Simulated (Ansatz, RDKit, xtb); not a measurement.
# Isomers of C5H7BS, a sample narrowed down, part 1 of 2

A sample of isomers of C5H7BS is drawn. Aim: find which of them has the lowest free energy at 298.15 K, then its properties. The sample is small against all isomers, and the most stable one of this formula need not be in it.

Plan: many cheap relaxations first (GFN2-xTB), then density-functional screening, relaxation at B3LYP/def2-SVP, vibrations (at GFN2-xTB) and a final energy. The numbers are computed, not measured.

**1. Drawing up candidates**

Isomers were taken from a list of plausible structures; this is a sample, not all of them. That gives 6 candidates.

| label | SMILES | spin |
| --- | --- | --- |
| c059 | Bc1cscc1C | singlet |
| c175 | Bc1cc(C)cs1 | singlet |
| c226 | Bc1ccsc1C | singlet |
| c432 | Bc1csc(C)c1 | singlet |
| c459 | Bc1ccc(C)s1 | singlet |
| c708 | Bc1sccc1C | singlet |

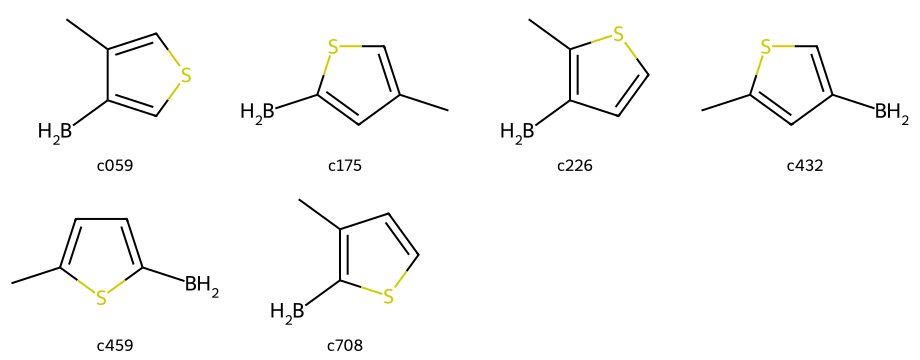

Structural formulas of the candidates.

Candidates are built by distance geometry, with a force field where one applies, in up to four conformers (letters a to d).

**2. Search with GFN2-xTB**

All 6 starts are relaxed the same way. One of them, c059a (taken from a list of positional isomers, embedded by distance geometry and UFF), in full:

Contents of start.xyz:

```xyz
14
c059a
C      0.025018     0.626851     0.234447
C      0.068991     1.800436     0.959668
C      1.451632     0.013058     1.960793
C      0.796292    -0.417505     0.761780
C      0.980166    -1.781429     0.158941
B     -0.811821     0.462086    -1.122622
S      1.014821     1.573748     2.299325
H     -0.795183    -0.508529    -1.778756
H     -1.449247     1.364684    -1.494608
H     -0.551961     2.719059     0.737846
H      2.113495    -0.649052     2.537468
H      1.410499    -1.674767    -0.827723
H      0.001011    -2.291035     0.112222
H      1.703301    -2.396197     0.771301
```

On the command line:

```bash
$ xtb start.xyz --gfn 2 --opt
```

Standard output, cut to the lines that bear on the results:

```text
* xtb version 6.7.1
[...]
          :  # basis functions                  41          :
[...]
          :  # electrons                        36          :
[...]
          :  Hamiltonian                  GFN2-xTB          :
[...]
          :  net charge                          0          :
          :  unpaired electrons                  0          :
[...]
   *** convergence criteria satisfied after 13 iterations ***
[...]
   *** GEOMETRY OPTIMIZATION CONVERGED AFTER 8 ITERATIONS ***
[...]
   *** convergence criteria satisfied after 3 iterations ***
[...]
         ::                     SUMMARY                     ::
         :::::::::::::::::::::::::::::::::::::::::::::::::::::
         :: total energy             -18.729072980606 Eh    ::
         :: gradient norm              0.000463325426 Eh/a0 ::
         :: HOMO-LUMO gap              3.080866359338 eV    ::
         ::.................................................::
         :: SCC energy               -19.009058311739 Eh    ::
         :: -> isotropic ES            0.020262345717 Eh    ::
         :: -> anisotropic ES          0.005217158605 Eh    ::
         :: -> anisotropic XC          0.007584973746 Eh    ::
         :: -> dispersion             -0.011176397621 Eh    ::
         :: repulsion energy           0.279985331133 Eh    ::
         :: add. restraining           0.000000000000 Eh    ::
         :: total charge               0.000000000000 e     ::
         :::::::::::::::::::::::::::::::::::::::::::::::::::::
[...]
        18        2.0000           -0.3877570             -10.5514 (HOMO)
        19                         -0.2745372              -7.4705 (LUMO)
[...]
     #   Z          covCN         q      C6AA      α(0)
     1   6 C        3.050    -0.086    30.115     9.000
     2   6 C        2.944    -0.011    28.300     8.725
     3   6 C        2.935    -0.034    28.857     8.810
     4   6 C        3.151     0.006    27.592     8.591
     5   6 C        3.756    -0.108    22.622     6.782
     6   5 B        2.785     0.226    17.927     7.078
     7  16 S        2.259    -0.024   142.065    20.061
     8   1 H        0.939    -0.095     5.401     3.633
     9   1 H        0.939    -0.102     5.632     3.710
    10   1 H        0.926     0.047     2.363     2.404
    11   1 H        0.926     0.038     2.477     2.461
    12   1 H        0.925     0.053     2.282     2.362
    13   1 H        0.925     0.053     2.285     2.364
    14   1 H        0.925     0.040     2.446     2.446
[...]
     #   Z sym  total        # sym  WBO       # sym  WBO       # sym  WBO
 ---------------------------------------------------------------------------
     1   6 C    3.960 --     2 C    1.536     4 C    1.185     6 B    1.098
     2   6 C    3.954 --     1 C    1.536     7 S    1.241    10 H    0.970
     3   6 C    3.940 --     4 C    1.645     7 S    1.152    11 H    0.970
     4   6 C    3.986 --     3 C    1.645     1 C    1.185     5 C    1.024
     5   6 C    3.997 --     4 C    1.024    14 H    0.985    12 H    0.971
                            13 H    0.971
     6   5 B    3.233 --     1 C    1.098     9 H    0.978     8 H    0.978
     7  16 S    2.672 --     2 C    1.241     3 C    1.152
     8   1 H    0.991 --     6 B    0.978
     9   1 H    0.989 --     6 B    0.978
    10   1 H    0.998 --     2 C    0.970
    11   1 H    0.998 --     3 C    0.970
    12   1 H    0.997 --     5 C    0.971
[...]
molecular dipole:
                 x           y           z       tot (Debye)
 q only:        0.124      -0.212       0.052
   full:        0.149      -0.326       0.018       0.913
molecular quadrupole (traceless):
[...]
          | TOTAL ENERGY              -18.729072980606 Eh   |
          | GRADIENT NORM               0.000463325426 Eh/α |
          | HOMO-LUMO GAP               3.080866359338 eV   |
           -------------------------------------------------
[...]
```

Run time: 0.066 s. Hardware: 2 threads of Intel Xeon 6975P-C (Granite Rapids), shared host.

**3. Distinct minima at GFN2-xTB**

6 of the 6 relaxations converged. 6 distinct structures remain:

| label | start | SMILES after | spin | energy (kcal/mol) |
| --- | --- | --- | --- | --- |
| c175a | drawn | Bc1cc(C)cs1 | singlet | 0.0 |
| c459a | drawn | Bc1ccc(C)s1 | singlet | 0.1 |
| c708a | drawn | Bc1sccc1C | singlet | 0.2 |
| c059a | drawn | Bc1cscc1C | singlet | 2.2 |
| c432a | drawn | Bc1csc(C)c1 | singlet | 2.5 |
| c226a | drawn | Bc1ccsc1C | singlet | 2.6 |

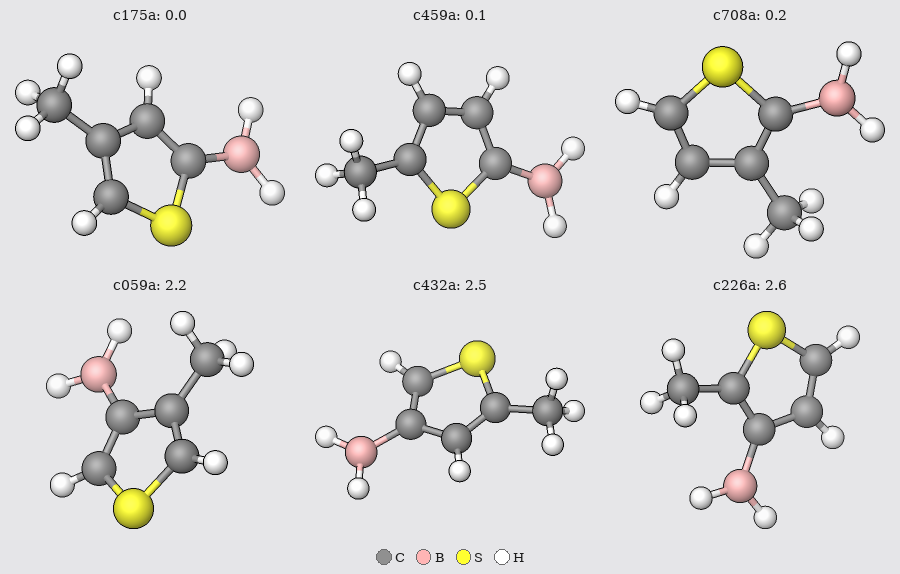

The 6 lowest minima that did not fall apart, with their GFN2-xTB energies in kcal/mol.

**4. Single points on the low minima**

A choice of the minima (the low ones first, few conformers of a pattern, up to a cap) and the lowest that fell apart get a single point at r2SCAN-D4/def2-SVP on the tight-binding geometry, and one at HF/STO-3G for comparison. The lowest singlets are also tried as triplets at the same geometry (label ending in t). The first, c175a:

Contents of input.yaml:

```yaml
crystal:
  periodic: [false, false, false]
  atoms:
    - {symbol: C, position_ang: [-0.594590, 0.336483, -0.606721]}
    - {symbol: C, position_ang: [0.186979, 0.530386, 0.512354]}
    - {symbol: C, position_ang: [1.047795, -0.536698, 0.832575]}
    - {symbol: C, position_ang: [1.976646, -0.541713, 2.001830]}
    - {symbol: C, position_ang: [0.916485, -1.563407, -0.061711]}
    - {symbol: B, position_ang: [-1.617616, 1.268889, -1.231860]}
    - {symbol: S, position_ang: [-0.238193, -1.241090, -1.279244]}
    - {symbol: H, position_ang: [-2.198702, 0.944699, -2.192929]}
    - {symbol: H, position_ang: [-1.809482, 2.312364, -0.739922]}
    - {symbol: H, position_ang: [0.136628, 1.435499, 1.092890]}
    - {symbol: H, position_ang: [2.616841, 0.338779, 1.979507]}
    - {symbol: H, position_ang: [2.601268, -1.431106, 1.993575]}
    - {symbol: H, position_ang: [1.411027, -0.521368, 2.932855]}
    - {symbol: H, position_ang: [1.444250, -2.497788, -0.064663]}
basis:
  gaussian:
    orbitals: def2-SVP
hamiltonian:
  xc: {name: r2SCAN}
  dispersion: d4
scf:
  lower_state_search: off
output:
  orbitals: {seedname: orbitals}
```

On the command line:

```bash
$ ansatz run input.yaml --threads 2 --pin off --max-ram 5220MiB --events-out events.jsonl --progress --plain --runs-dir runs
```

Standard output, cut to the lines that bear on the results:

```text
Warning: RAYON_NUM_THREADS=2 ignored (pool sized by the plan → 2); use --threads N
Functional definition: r2SCAN
  name "r2SCAN"
[...]
1555 factors; their error is unknown
[...]
mean field -16798.14802634 eV, -617.3205537743 hartree, gradient 4.4e-6 eV, S^2 0.000000; 0 other end points of the search recorded, 0 dependent functions left out
reference -16798.14803751 eV, -617.3205541848 hartree; 29, 29 occupied and 108, 108 virtual orbitals, 1555 factors
Total energy: -16798.24731593 eV, -617.3242025993 hartree
Checks for a lower state left out: stability, starts, cluster_reference, orbital_swaps, neighbouring_geometries, increment
```

Wall time 1.7 s (2 threads of Intel Xeon 6975P-C (Granite Rapids), shared host); peak memory 0.19 GiB.

Relative energies in kcal/mol, each column from its lowest structure that stays in one piece:

| label | SMILES | spin | GFN2-xTB | HF/STO-3G | r2SCAN-D4/def2-SVP |
| --- | --- | --- | --- | --- | --- |
| c459a | Bc1ccc(C)s1 | singlet | 0.1 | 0.0 | 0.0 |
| c708a | Bc1sccc1C | singlet | 0.2 | 1.0 | 1.0 |
| c175a | Bc1cc(C)cs1 | singlet | 0.0 | 0.4 | 1.2 |
| c432a | Bc1csc(C)c1 | singlet | 2.5 | 1.5 | 5.0 |
| c226a | Bc1ccsc1C | singlet | 2.6 | 2.6 | 5.2 |
| c059a | Bc1cscc1C | singlet | 2.2 | 2.2 | 5.4 |
| c708at | Bc1sccc1C | triplet | – | – | 67.1 |
| c459at | Bc1ccc(C)s1 | triplet | – | – | 67.3 |
| c175at | Bc1cc(C)cs1 | triplet | – | – | 71.4 |

**5. Relaxing the best candidates**

6 candidates are relaxed at B3LYP/def2-SVP (chosen among the lowest in one piece). The first, c459a:

Contents of input.yaml:

```yaml
crystal:
  periodic: [false, false, false]
  atoms:
    - {symbol: C, position_ang: [-0.887624, -0.136389, -0.280357]}
    - {symbol: C, position_ang: [-0.086727, 0.984096, -0.367931]}
    - {symbol: C, position_ang: [1.138144, 0.882325, 0.301588]}
    - {symbol: C, position_ang: [1.309416, -0.325717, 0.923904]}
    - {symbol: C, position_ang: [2.467457, -0.773564, 1.741737]}
    - {symbol: B, position_ang: [-2.260798, -0.380146, -0.875252]}
    - {symbol: S, position_ang: [-0.056581, -1.345786, 0.679792]}
    - {symbol: H, position_ang: [-2.805700, -1.400290, -0.702958]}
    - {symbol: H, position_ang: [-2.762757, 0.466404, -1.507238]}
    - {symbol: H, position_ang: [-0.392500, 1.860173, -0.913170]}
    - {symbol: H, position_ang: [1.875929, 1.665608, 0.327986]}
    - {symbol: H, position_ang: [2.568729, -1.855600, 1.704593]}
    - {symbol: H, position_ang: [3.386086, -0.314289, 1.381849]}
    - {symbol: H, position_ang: [2.328944, -0.483398, 2.784592]}
basis:
  gaussian: {orbitals: def2-SVP}
hamiltonian: {xc: {name: B3LYP}}
scf: {lower_state_search: off}
relax: {f_tol: 0.006}
```

On the command line:

```bash
$ ansatz run input.yaml --threads 2 --pin off --max-ram 5220MiB --events-out events.jsonl --progress --plain --runs-dir runs
```

Standard output, cut to the lines that bear on the results:

```text
Warning: RAYON_NUM_THREADS=2 ignored (pool sized by the plan → 2); use --threads N
[...]
Functional definition: B3LYP
  name "B3LYP"
[...]
1562 factors; integrals over basis functions are off by at most 3.1e-4 eV
[...]
mean field -16803.19229077 eV, -617.5059270729 hartree, gradient 1.2e-6 eV, S^2 0.000000; 0 other end points of the search recorded, 0 dependent functions left out
[...]
reference -16803.19256958 eV, -617.5059373190 hartree; 29, 29 occupied and 108, 108 virtual orbitals, 1562 factors
relax step   1: F+E_penalty+E_count = -16803.19229077 eV  Δ(F+E_penalty+E_count) = +0.000e0 eV  max|allowed force component| = 8.362e-1 eV/Å  Δτ_max = 0.0000 Å  (17 SCF iters, accepted)
[...]
relax step   8: F+E_penalty+E_count = -16803.27278020 eV  Δ(F+E_penalty+E_count) = +5.699e-4 eV  max|allowed force component| = 1.936e-1 eV/Å  Δτ_max = 0.0862 Å  (20 SCF iters, rejected (line search))
[...]
Atom 5 at    -2.300118    -0.356804    -0.829450 Å, force     0.002075     0.001552     0.001177 eV/Å
Atom 6 at    -0.116897    -1.295208     0.781947 Å, force    -0.000893     0.002326    -0.001709 eV/Å
Atom 7 at    -2.922722    -1.360508    -0.580718 Å, force    -0.000798    -0.000884     0.000072 eV/Å
Atom 8 at    -2.787188     0.487740    -1.542646 Å, force     0.000102    -0.000211    -0.000212 eV/Å
Atom 9 at    -0.343459     1.814665    -1.064711 Å, force    -0.000003     0.000029    -0.000142 eV/Å
Atom 10 at     1.964050     1.610179     0.198739 Å, force    -0.000172     0.000245    -0.000149 eV/Å
Atom 11 at     2.892584    -1.718136     1.411422 Å, force    -0.000824    -0.000603    -0.000647 eV/Å
Atom 12 at     3.266999    -0.009199     1.748805 Å, force    -0.000299     0.000765    -0.000526 eV/Å
Atom 13 at     2.185875    -0.922432     2.831162 Å, force    -0.000877    -0.000506     0.001353 eV/Å
Dipole moment:     0.543687     0.106163     0.211840 e Å
Checks for a lower state left out: stability, starts, cluster_reference, orbital_swaps, neighbouring_geometries, increment
```

Run time: 65 s. Hardware: 2 threads of Intel Xeon 6975P-C (Granite Rapids), shared host; peak memory 0.37 GiB.

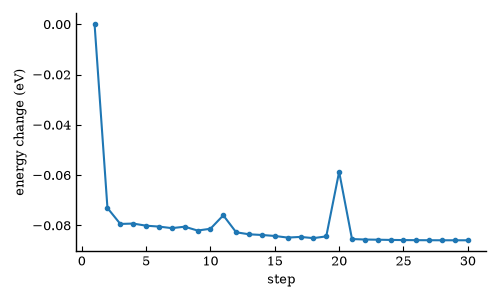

Energy along the run, all evaluated steps.

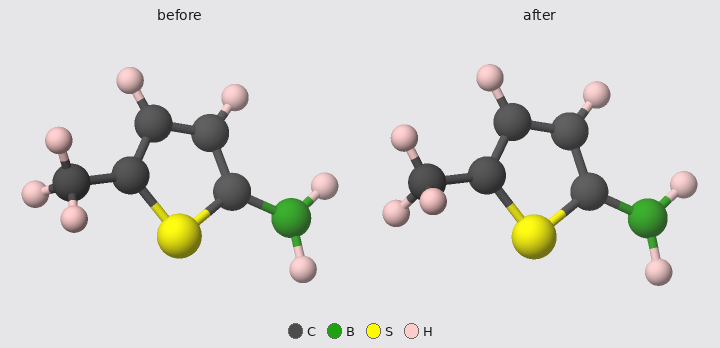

Before and after, at one scale.

After the run. Bond lengths: C1–C2 1.394 Å, C2–C3 1.412 Å, C3–C4 1.387 Å, C4–C5 1.499 Å, C1–B6 1.518 Å, C1–S7 1.756 Å, C4–S7 1.727 Å, B6–H8 1.207 Å, B6–H9 1.208 Å, C2–H10 1.092 Å, C3–H11 1.092 Å, C5–H12 1.103 Å, C5–H13 1.100 Å, C5–H14 1.103 Å. Some angles: C1–C2–C3 114.4°, C2–C1–B6 128.9°, C2–C1–S7 108.7°, B6–C1–S7 122.4°, C2–C3–C4 113.1°, C3–C4–C5 127.5°, C3–C4–S7 110.6°, C5–C4–S7 121.9°, C1–S7–C4 93.2°, C1–C2–H10 121.7°.

**6. After refinement**

| label | spin | r2SCAN-D4/def2-SVP (kcal/mol) | B3LYP/def2-SVP, relaxed (kcal/mol) | time |
| --- | --- | --- | --- | --- |
| c459a | singlet | 0.0 | 0.0 | 65 s |
| c175a | singlet | 1.2 | 1.0 | 26 s |
| c708a | singlet | 1.0 | 1.4 | 14 s |
| c432a | singlet | 5.0 | 4.4 | 16 s |
| c059a | singlet | 5.4 | 5.0 | 16 s |
| c226a | singlet | 5.2 | 5.1 | 14 s |

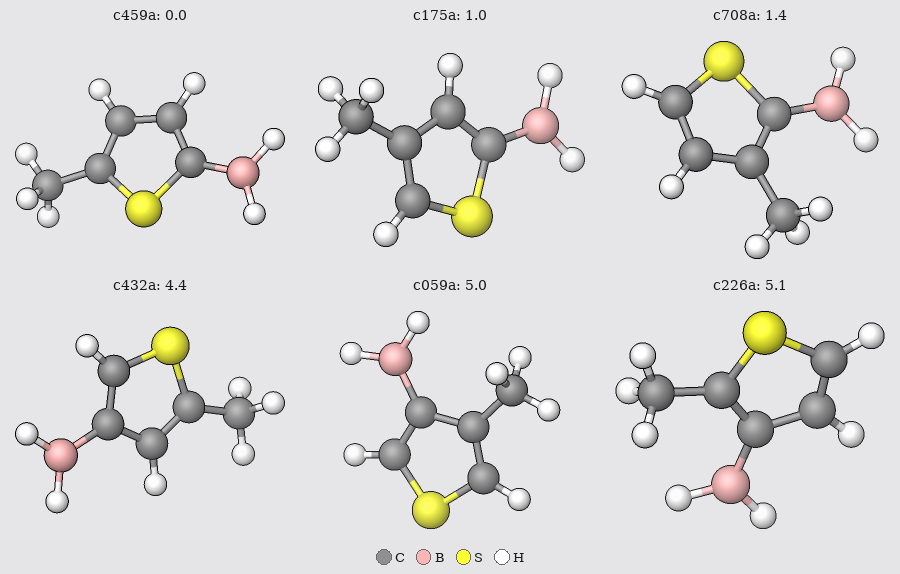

The relaxed structures, with energies at B3LYP/def2-SVP in kcal/mol.

**7. Are they minima? Harmonic frequencies**

The lowest few in one piece go on as finalists. In this search the thermal terms come from GFN2-xTB at its own nearest minimum. The first, c459a:

Contents of start.xyz:

```xyz
14
c459a
C     -0.910221    -0.128122    -0.263866
C     -0.058391     0.960713    -0.446591
C      1.177439     0.853575     0.228761
C      1.303076    -0.325664     0.948828
C      2.470991    -0.767372     1.777452
B     -2.300118    -0.356804    -0.829450
S     -0.116897    -1.295208     0.781947
H     -2.922722    -1.360508    -0.580718
H     -2.787188     0.487740    -1.542646
H     -0.343459     1.814665    -1.064711
H      1.964050     1.610179     0.198739
H      2.892584    -1.718136     1.411422
H      3.266999    -0.009199     1.748805
H      2.185875    -0.922432     2.831162
```

On the command line:

```bash
$ xtb start.xyz --gfn 2 --ohess tight
```

Standard output, cut to the lines that bear on the results:

```text
* xtb version 6.7.1
[...]
          :  # basis functions                  41          :
[...]
          :  # electrons                        36          :
[...]
          :  Hamiltonian                  GFN2-xTB          :
[...]
          :  net charge                          0          :
          :  unpaired electrons                  0          :
[...]
   *** convergence criteria satisfied after 13 iterations ***
[...]
   *** GEOMETRY OPTIMIZATION CONVERGED AFTER 7 ITERATIONS ***
[...]
   *** convergence criteria satisfied after 3 iterations ***
[...]
         ::                     SUMMARY                     ::
         :::::::::::::::::::::::::::::::::::::::::::::::::::::
         :: total energy             -18.732571692571 Eh    ::
         :: gradient norm              0.000190405076 Eh/a0 ::
         :: HOMO-LUMO gap              2.985481818000 eV    ::
         ::.................................................::
         :: SCC energy               -19.012214594687 Eh    ::
         :: -> isotropic ES            0.021099969752 Eh    ::
         :: -> anisotropic ES          0.005180210956 Eh    ::
         :: -> anisotropic XC          0.008043719791 Eh    ::
         :: -> dispersion             -0.010896551178 Eh    ::
         :: repulsion energy           0.279642902117 Eh    ::
         :: add. restraining           0.000000000000 Eh    ::
         :: total charge              -0.000000000000 e     ::
         :::::::::::::::::::::::::::::::::::::::::::::::::::::
[...]
        18        2.0000           -0.3876066             -10.5473 (HOMO)
        19                         -0.2778923              -7.5618 (LUMO)
[...]
molecular dipole:
                 x           y           z       tot (Debye)
 q only:        0.622       0.024       0.297
   full:        0.825       0.301       0.244       2.317
molecular quadrupole (traceless):
[...]
          | TOTAL ENERGY              -18.732571692563 Eh   |
          | TOTAL ENTHALPY            -18.620934888058 Eh   |
          | TOTAL FREE ENERGY         -18.661552197406 Eh   |
          | GRADIENT NORM               0.000190091036 Eh/α |
[...]
```

Wall time 0.26 s (2 threads of Intel Xeon 6975P-C (Granite Rapids), shared host).

**8. Thermal terms of the finalists**

As xtb prints them, at 298.15 K, with its own treatment of low modes:

| label | SMILES | spin | lowest mode (cm⁻¹) | zero-point (kcal/mol) | G − E (kcal/mol) |
| --- | --- | --- | --- | --- | --- |
| c459a | Bc1ccc(C)s1 | singlet | 53 | 64.6 | 44.6 |
| c175a | Bc1cc(C)cs1 | singlet | 70 | 64.6 | 44.6 |
| c708a | Bc1sccc1C | singlet | 47i | 64.6 | 45.3 |
| c432a | Bc1csc(C)c1 | singlet | 80 | 64.6 | 44.5 |
| c059a | Bc1cscc1C | singlet | 120 | 64.7 | 44.9 |
| c226a | Bc1ccsc1C | singlet | 25i | 64.5 | 45.2 |

c708a, c226a keep an imaginary mode, a small one that points to a nearly free motion; the harmonic terms are rough for it.

**9. Last filter: a higher level**

Single points at CCSD(T)/def2-SVP + MP2/def2-TZVPP - MP2/def2-SVP on the refined geometries decide the order.

c459a, CCSD(T)/def2-SVP:

Contents of input.yaml:

```yaml
basis:
  gaussian:
    orbitals: def2-SVP
crystal:
  periodic: [false, false, false]
  atoms:
    - {symbol: C, position_ang: [-0.910221, -0.128122, -0.263866]}
    - {symbol: C, position_ang: [-0.058391, 0.960713, -0.446591]}
    - {symbol: C, position_ang: [1.177439, 0.853575, 0.228761]}
    - {symbol: C, position_ang: [1.303076, -0.325664, 0.948828]}
    - {symbol: C, position_ang: [2.470991, -0.767372, 1.777452]}
    - {symbol: B, position_ang: [-2.300118, -0.356804, -0.829450]}
    - {symbol: S, position_ang: [-0.116897, -1.295208, 0.781947]}
    - {symbol: H, position_ang: [-2.922722, -1.360508, -0.580718]}
    - {symbol: H, position_ang: [-2.787188, 0.487740, -1.542646]}
    - {symbol: H, position_ang: [-0.343459, 1.814665, -1.064711]}
    - {symbol: H, position_ang: [1.964050, 1.610179, 0.198739]}
    - {symbol: H, position_ang: [2.892584, -1.718136, 1.411422]}
    - {symbol: H, position_ang: [3.266999, -0.009199, 1.748805]}
    - {symbol: H, position_ang: [2.185875, -0.922432, 2.831162]}
correlation:
  method: ccsd_t
  frozen_orbitals: {C: 1, H: 0, B: 1, S: 5}
```

On the command line:

```bash
$ ansatz run input.yaml --threads 2 --pin off --max-ram 5220MiB --events-out events.jsonl --progress --plain --runs-dir runs
```

Standard output, cut to the lines that bear on the results:

```text
Warning: RAYON_NUM_THREADS=2 ignored (pool sized by the plan → 2); use --threads N
Functional definition: HF
  name "HF"
[...]
1397 factors; integrals over basis functions are off by at most 1.4e-3 eV
[...]
mean field -16743.84026407 eV, -615.3247803221 hartree, gradient 1.1e-6 eV, S^2 0.000000; 0 other end points of the search recorded, 0 dependent functions left out; unrestricted orbitals would lower it
11 core orbitals not correlated: weight in the atoms' cores, before any rotation towards them, 1.000 or more for the frozen orbitals, at most 0.000 for the correlated occupied ones
reference -16743.84026407 eV, -615.3247803221 hartree; 18, 18 occupied and 108, 108 virtual orbitals, 1397 factors
second order -24.01331797 eV of doubles, -0.00000000 eV of singles
cycle   1  -24.59138106 eV  change   -5.8e-1 eV  update   1.3e-1
[...]
cycle  11  -25.49937639 eV  change   -8.3e-6 eV  update   1.7e-5
perturbative correction -1.09919806 eV, -0.0403947836 hartree
Total energy: -16770.43883853 eV, -616.3022599041 hartree
```

Wall time 12 s (2 threads of Intel Xeon 6975P-C (Granite Rapids), shared host); peak memory 1 GiB.

(Continued in part 2 of 2.)
